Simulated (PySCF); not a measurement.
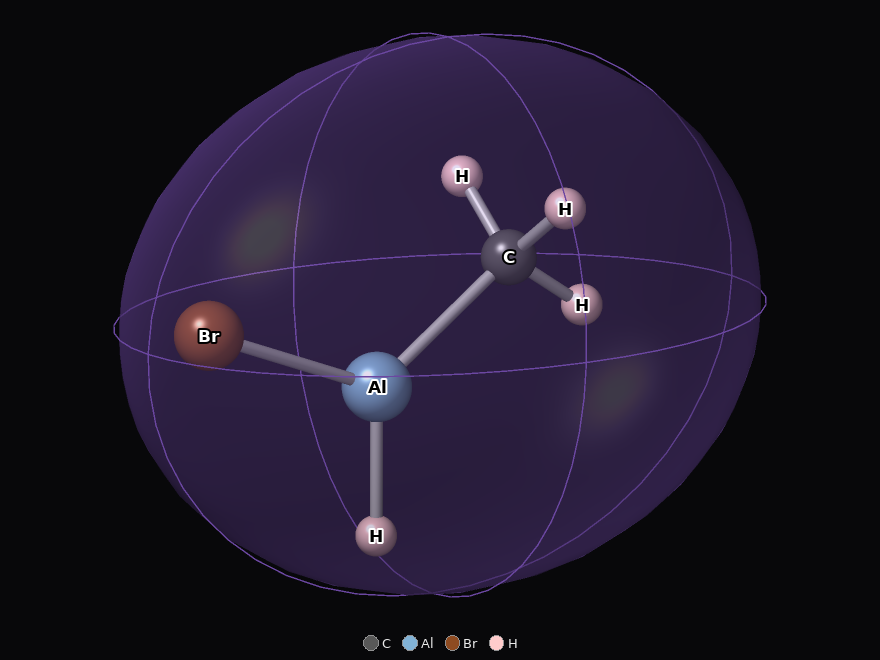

The ellipsoid shows the static dipole polarisability: its half-axes are proportional to the principal values. The computed structure is the end point of a GFN2-xTB optimisation. No frequency run is at hand to confirm it as a minimum. Level of theory: PBE0/def2-SVPD (PySCF 2.14.0).

Question. Give the principal values, the mean and the anisotropy.

Answer. Principal values 50.9, 59.1, 75.3 bohr³; mean 61.8 bohr³ (9.15 Å³); anisotropy 21.5 bohr³, so the longest axis is 1.48 times the shortest.

The geometry is semi-empirical. Around Al, Br such bond lengths and angles can be off by a tenth of an ångström or more and by several degrees, and values that hang on the shape move with them.
